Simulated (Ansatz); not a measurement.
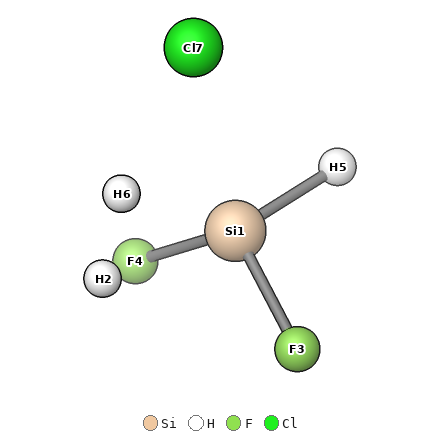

The system is the reacting system ClF2H3Si (fragments ClF₂H₃Si where the first distance is long, ClF₂HSi + H₂ where the second is long); the picture shows the reference structure. The first coordinate is: distance H2–H6 (bond that forms); the second: distance Si1–H2 (bond that breaks). Relaxed at each point: all other coordinates. Grid: 13 × 13 points. Points are written as (first, second). Energies: kcal/mol, counted from the lowest grid point. Energies and slopes of some neighbouring points disagree (a jump in structure or state, or too coarse a mesh). The reference is spin-restricted, so regions where a bond is pulled apart into radicals lie too high. Method: RKS PBE0-D4/def2-SVP (Ansatz 0.2.0).

Its coordinates:

```
atom    x (Å)    y (Å)    z (Å)
  Si  -0.4453  -0.0526  -0.3092
   H   0.9077  -0.9011   0.6761
   F   0.1924  -0.9497  -1.4778
   F  -1.3626  -0.8409   0.7461
   H  -1.3454   0.8911  -0.9863
   H   1.0979   0.0541   0.7655
  Cl   0.9555   1.7991   0.5854
```

Range: distance H2–H6 (bond that forms) from 0.666 to 1.866 Å; distance Si1–H2 (bond that breaks) from 1.278 to 2.478 Å.

### Predict the map.

The lowest grid point is at (0.794 Å, 2.478 Å). It lies in a valley that leaves the map towards separated partners. The energy also falls towards the edge at (1.866 Å, 2.478 Å) (17 kcal/mol above the lowest), where a further well may lie outside the range. The highest grid point, (1.621 Å, 1.278 Å), lies 98 kcal/mol above the lowest.

| second ↓, first → | 0.666 | 0.720 | 0.794 | 0.878 | 0.970 | 1.068 | 1.171 | 1.278 | 1.389 | 1.504 | 1.621 | 1.742 | 1.866 |
| --- | --- | --- | --- | --- | --- | --- | --- | --- | --- | --- | --- | --- | --- |
| 2.478 | 4 | 0 | 0 | 4 | 11 | 21 | 33 | 45 | 57 | 69 | 17 | 17 | 17 |
| 2.354 | 6 | 2 | 2 | 5 | 13 | 23 | 34 | 46 | 59 | 71 | 18 | 18 | 18 |
| 2.233 | 8 | 4 | 4 | 8 | 15 | 25 | 36 | 48 | 60 | 71 | 19 | 19 | 19 |
| 2.116 | 10 | 7 | 6 | 10 | 18 | 28 | 39 | 50 | 62 | 73 | 21 | 21 | 21 |
| 2.001 | 14 | 10 | 10 | 14 | 21 | 30 | 41 | 53 | 64 | 75 | 24 | 24 | 24 |
| 1.890 | 18 | 14 | 14 | 18 | 25 | 34 | 45 | 56 | 67 | 78 | 27 | 28 | 28 |
| 1.783 | 22 | 18 | 18 | 22 | 29 | 38 | 48 | 59 | 32 | 32 | 32 | 33 | 32 |
| 1.680 | 28 | 24 | 23 | 27 | 33 | 42 | 52 | 44 | 38 | 38 | 38 | 39 | 39 |
| 1.582 | 35 | 31 | 30 | 33 | 39 | 48 | 58 | 46 | 46 | 46 | 47 | 47 | 46 |
| 1.490 | 43 | 39 | 38 | 41 | 47 | 55 | 64 | 55 | 56 | 57 | 57 | 57 | 57 |
| 1.406 | 54 | 49 | 48 | 51 | 57 | 65 | 73 | 67 | 68 | 69 | 70 | 70 | 69 |
| 1.332 | 66 | 61 | 60 | 63 | 68 | 76 | 84 | 81 | 82 | 84 | 84 | 84 | 82 |
| 1.278 | 77 | 73 | 71 | 74 | 79 | 87 | 95 | 93 | 95 | 97 | 98 | 96 | 70 |

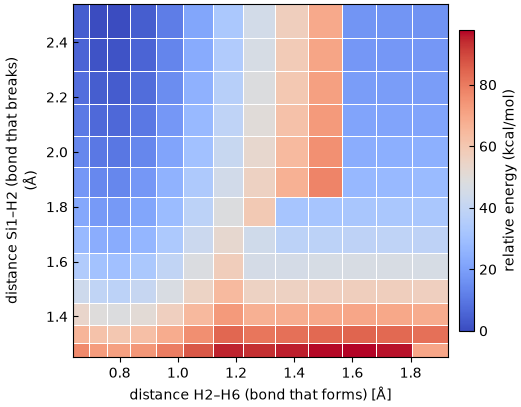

Drawn: one coloured cell a grid point.

The whole map (169 points run) took 23 min on 1 thread of Intel(R) Xeon(R) 6975P-C (Granite Rapids), with other jobs on the host.
